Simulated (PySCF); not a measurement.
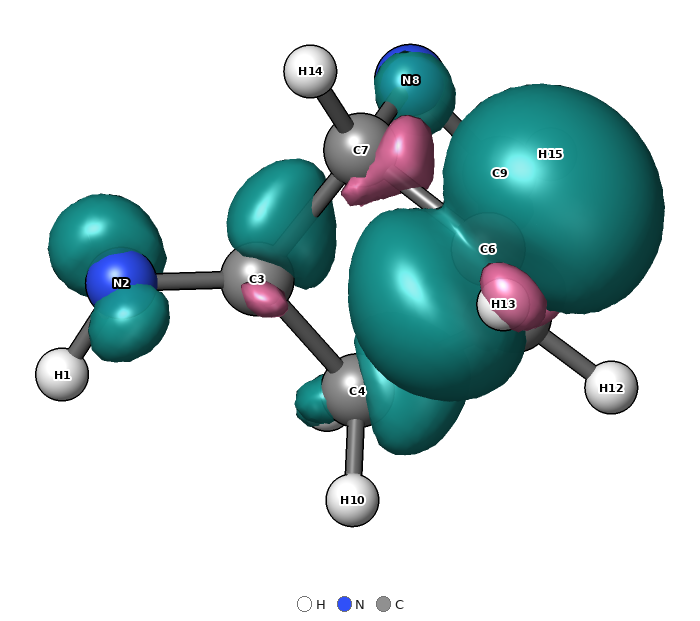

C₆H₇N₂ (doublet). Isosurfaces of the spin density at +0.02 (teal) and −0.02 e/Å³ (pink), seen at a tilt.

Geometry: GFN2-xTB.

All numbers below come from PySCF, UKS B3LYP, pcH-1 on C H N, non-relativistic, mean-field spin-orbit, GIAO.

```yaml
atoms:
  - { symbol: H, position_ang: [2.0339, -1.9450, -1.0047] }
  - { symbol: N, position_ang: [1.2519, -2.0004, -0.3566] }
  - { symbol: C, position_ang: [0.5939, -0.9504, -0.1868] }
  - { symbol: C, position_ang: [0.7745, 0.4595, -0.7245] }
  - { symbol: C, position_ang: [-0.2938, 1.2233, 0.1246] }
  - { symbol: C, position_ang: [-0.1855, 0.4277, 1.3885] }
  - { symbol: C, position_ang: [-0.5812, -0.8807, 0.7977] }
  - { symbol: N, position_ang: [-1.7391, -0.5665, -0.0360] }
  - { symbol: C, position_ang: [-1.5836, 0.6356, -0.3988] }
  - { symbol: H, position_ang: [1.7798, 0.8205, -0.5016] }
  - { symbol: H, position_ang: [0.6092, 0.5311, -1.8022] }
  - { symbol: H, position_ang: [-0.1904, 2.3028, 0.1489] }
  - { symbol: H, position_ang: [0.5088, 0.5854, 2.1893] }
  - { symbol: H, position_ang: [-0.7163, -1.7651, 1.4073] }
  - { symbol: H, position_ang: [-2.2667, 1.1302, -1.0670] }
```

> Which atoms carry the spin?

The unpaired spin (1 electron) lies mostly on C6 (about 0.7), in electrons by Hirshfeld's partition.
